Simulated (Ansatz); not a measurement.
Cl$_{3}$HTi···HCl

```yaml
atoms:
  - { symbol: Ti, position_ang: [-0.4410, 0.0000, -0.5065] }
  - { symbol: Cl, position_ang: [0.0972, 0.0000, 3.0284] }
  - { symbol: Cl, position_ang: [1.6956, 0.0000, -0.0947] }
  - { symbol: Cl, position_ang: [-1.0511, 1.7901, -1.5489] }
  - { symbol: Cl, position_ang: [-1.0511, -1.7901, -1.5489] }
  - { symbol: H, position_ang: [-1.5903, 0.0000, 0.7404] }
  - { symbol: H, position_ang: [-1.1505, 0.0000, 2.5450] }
```

Not at a stationary point (largest force 0.9 eV/Å).

Theory: Ansatz, RKS PBE-D4/def2-SVP.

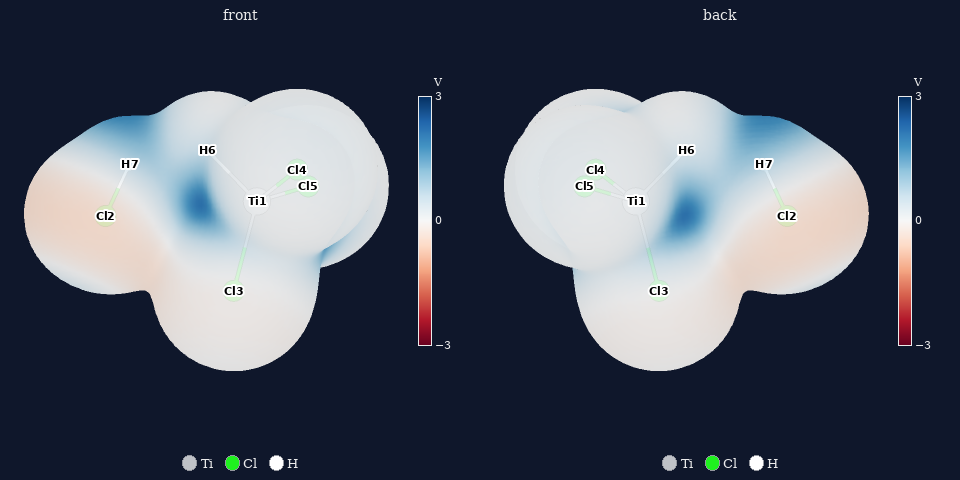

Figure 1. The electrostatic potential painted on the density surface at 0.002 e/bohr³, seen from the front and from behind; the colour scale runs from red (negative) to blue (positive).

> Where is the surface potential most negative and most positive?

The most negative region (about −0.5 V) lies over Cl2, the most positive (about +2.0 V) over Ti1. Cl2 shows a σ-hole: about +0.4 V at the tip opposite its bond, against about −0.3 V on its flanks.

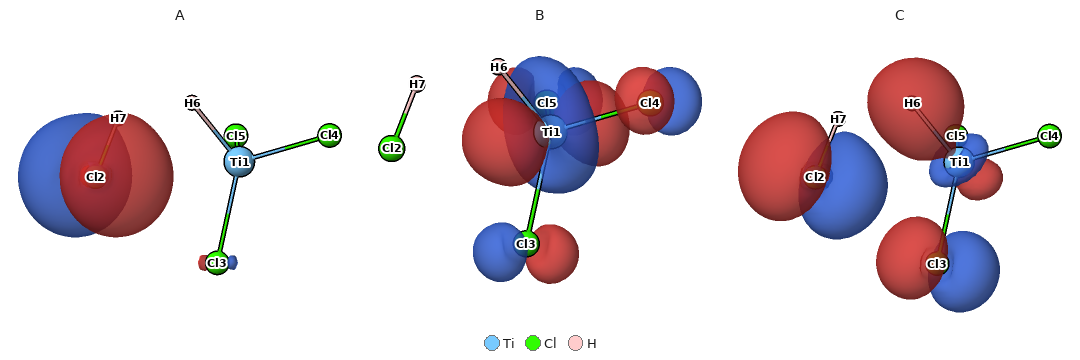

Figure 2. Three frontier orbitals at ±0.1 Å⁻³ᐟ² (blue and red are the two phases), in no order.

> Order the three orbitals by energy and name them.

A is the HOMO−1 (−7.64 eV). Its weight (Hirshfeld) is mainly on Cl2 (about 95 %); largely a lone pair of Cl2. C is the HOMO (−7.24 eV). By Hirshfeld shares it lies mainly on Cl2 (about 55 %), Cl3 (about 15 %), H6 (about 15 %) and Ti1 (about 10 %); largely a combination of lone pairs on Cl2 and Cl3. B is the LUMO (−4.50 eV). It lies mainly on Ti1 (about 75 %), Cl4 (about 5 %), Cl5 (about 5 %) and Cl3 (about 5 %).

> What is the HOMO–LUMO gap?

2.74 eV between the orbital energies.

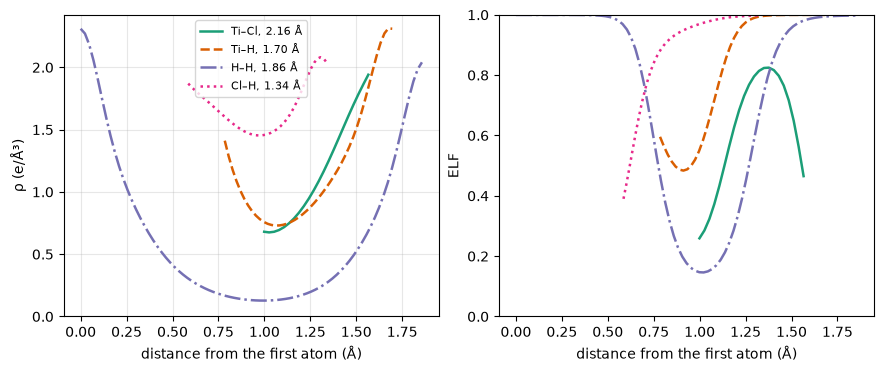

Figure 3. Total electron density and ELF along straight lines between neighbouring atoms. The curves leave out the atomic cores.

> Compare the contacts.

Ti–Cl (2.16 Å): ρ is about 0.69 e/Å³ halfway; the ELF peaks at about 0.80 in the valence shell of Cl, 0.8 Å from its nucleus, and is about 0.35 at the midpoint.
Ti–H (1.70 Å): the density is about 1.1 e/Å³ at the midpoint; the ELF climbs to about 1 towards the hydrogen.
H6···H7 (1.86 Å): the density falls to about 0.13 e/Å³ on the way; the ELF dips to about 0.15 between them.
Cl–H (1.34 Å): ρ at the midpoint is about 1.8 e/Å³; the ELF climbs to about 1 towards the hydrogen.
